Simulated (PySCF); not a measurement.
**C5H11O2Si (SMILES [SiH2]OC[C@H]1CCOC1) (doublet): density, localisation and related maps**

```
atom    x (Å)    y (Å)    z (Å)
  Si   3.4797   0.9658  -0.2551
   O   1.8874   0.8508   0.0205
   C   1.1424  -0.2868   0.3682
   C  -0.3184   0.1014   0.5386
   C  -1.0034   0.5339  -0.7601
   C  -2.4727   0.2721  -0.4377
   O  -2.5061  -0.8208   0.4692
   C  -1.2088  -1.0665   0.9782
   H   3.9048   0.1631  -1.3948
   H   4.2700   0.6961   0.9390
   H   1.2439  -1.0498  -0.4144
   H   1.5271  -0.7087   1.3056
   H  -0.3769   0.9135   1.2692
   H  -0.8087   1.5723  -1.0157
   H  -0.6726  -0.1026  -1.5825
   H  -3.0654   0.0060  -1.3168
   H  -2.9307   1.1482   0.0423
   H  -0.8309  -2.0121   0.5615
   H  -1.2706  -1.1667   2.0656
```

Geometry: GFN2-xTB.

The calculation used UKS B3LYP, pcH-1 on C H O Si, non-relativistic, mean-field spin-orbit, GIAO in PySCF 2.14.0, density-fitted response routines.

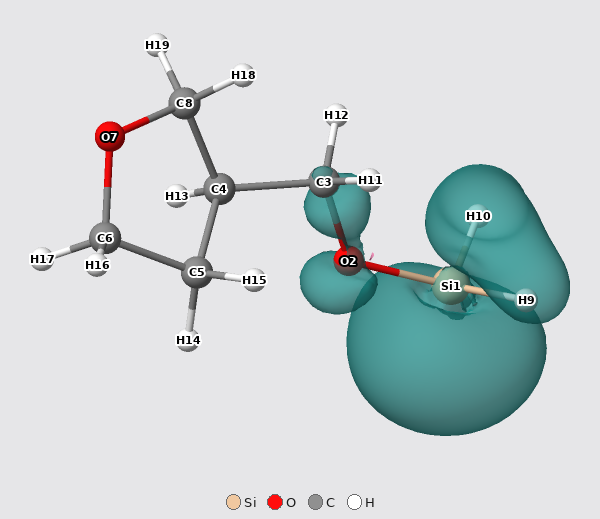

Figure 1. Isosurfaces of the spin density (α minus β) at +0.015 (teal) and −0.015 e/Å³ (pink), seen at an oblique angle.

### Where is the unpaired spin?

The unpaired spin (1 electron) lies mostly on Si1 (about 0.8), in electrons by Hirshfeld's partition.

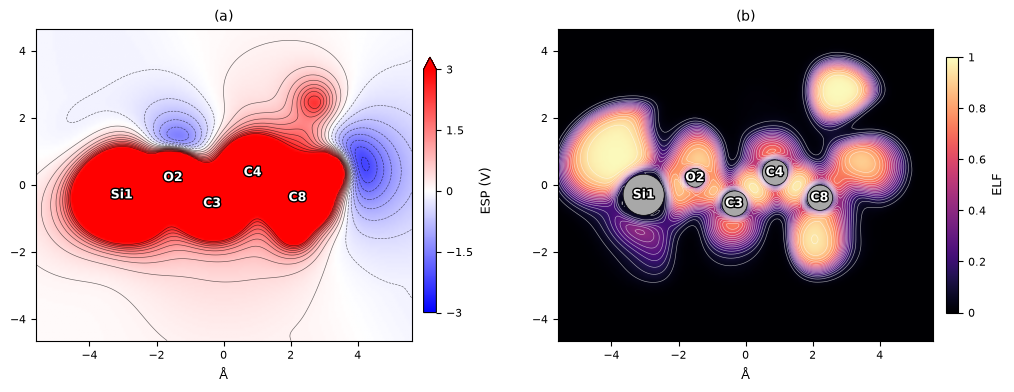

Figure 2. (a) molecular electrostatic potential; (b) electron localisation function on the plane of atoms Si1, O2 and C3. Grey discs cover the atomic cores in the ELF map.

### Describe what can be read from this map.

Atoms in the plane: Si, O and C. C–O (1.40 Å): the ELF peaks at about 0.90 between the atoms; a shared but strongly polarised pair. C–C (1.52 Å): the ELF peaks at about 0.95 between the atoms, as expected for a covalent bond. Si–O (1.62 Å): the ELF peaks at about 0.90 between the atoms, as expected for a polar covalent bond. The ELF also peaks beside O7, O2 and Si1, away from the bonds: non-bonding electrons, paired or unpaired. Outside the dense part of the molecule the potential is most negative (−2.2 V) near O7, which lies off the plane.

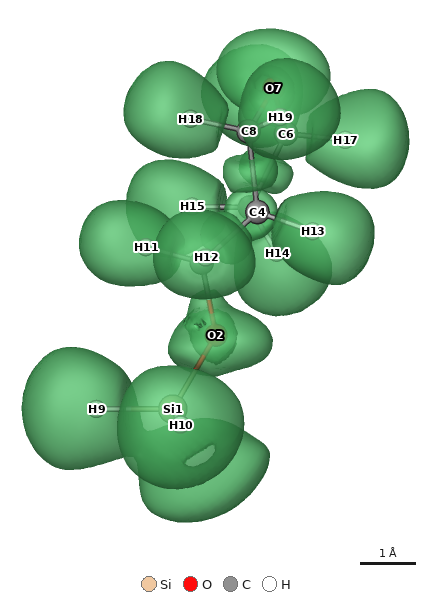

Figure 3. Isosurface of the ELF at 0.75 (green), seen at an oblique angle. Only the valence region is drawn (cores and ρ < 0.01 e/Å³ removed).

### Identify the bonds, lone pairs and shells in this picture.

The surface consists of four regions between bonded C–C atoms (shared pairs), nine regions around hydrogen nuclei, two regions on O in which the atom's valence shell and bonds are merged and one joined region spread over several atoms (H, Si), in which their bonds and any lone pairs are merged.
